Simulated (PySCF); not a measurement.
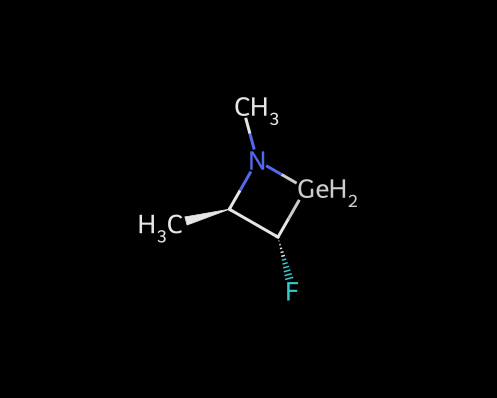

The drawing above gives the connectivity. The geometry was computed by an optimisation with GFN2-xTB. No frequency run is at hand to confirm it as a minimum.

What does the molecule look like in three dimensions?

The molecule is C4H10FGeN. SMILES: `C[C@@H]1[C@@H](F)[GeH2][N]1C`. Among its groups: C–F bond. This geometry has C1 symmetry. Coordination, clear cases only: 3 C tetrahedral.

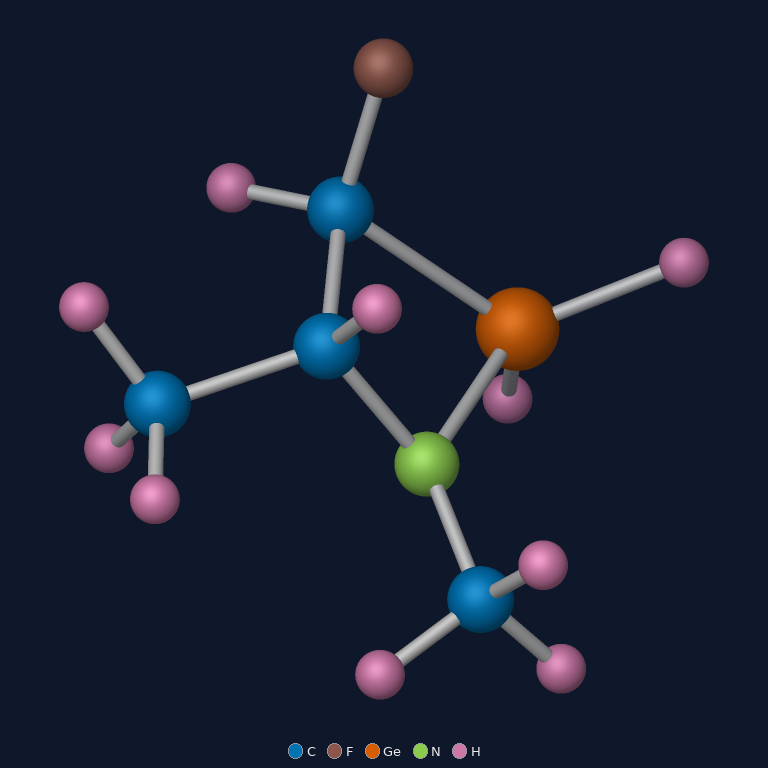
